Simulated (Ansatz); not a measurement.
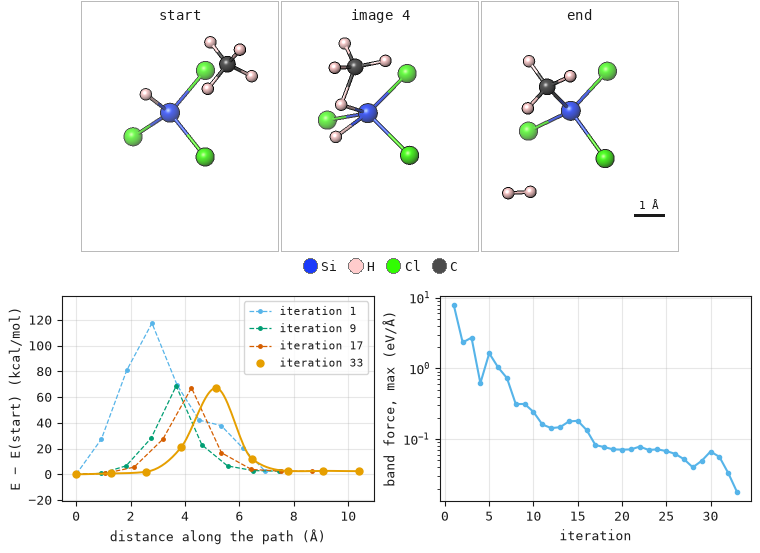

A nudged-elastic-band calculation for CH₅Cl₃Si, made up of SiHCl3 and CH$_{4}$. Images are numbered from 0 (start) to 8 (end). The plot follows the band through its iterations. The picture is a ball-and-stick view, seen from a free direction.

Level of theory: RKS PBE-D4/def2-SVP (Ansatz 0.2.0). Settings: 7 movable images; climbing image; force threshold 0.03 eV/Å; iteration limit 60; starting path through a guess of the saddle point.

> How did the profile develop, and is the result final?

The result is final at these settings. The band converged in 33 iterations. The largest component of the band force went from 7.8 to 0.018 eV/Å. The climbing image converged on the top of the path. Its vibrational analysis gives one imaginary mode (1279i cm⁻¹), as a transition state must have. The first iteration put the highest image at 117.4 kcal/mol. The energy climbs by 67.1 kcal/mol to image 4 and then falls by 64.7 kcal/mol, so the end point sits at +2.4 kcal/mol.

Limits of the set-up: the start holds two separate molecules, 3.0 Å apart at their closest, whose relative position is a soft coordinate.

Cost: 8.4 min on 2 threads of Arm Neoverse V1, with other jobs on the host, peak memory 0.16 GiB.
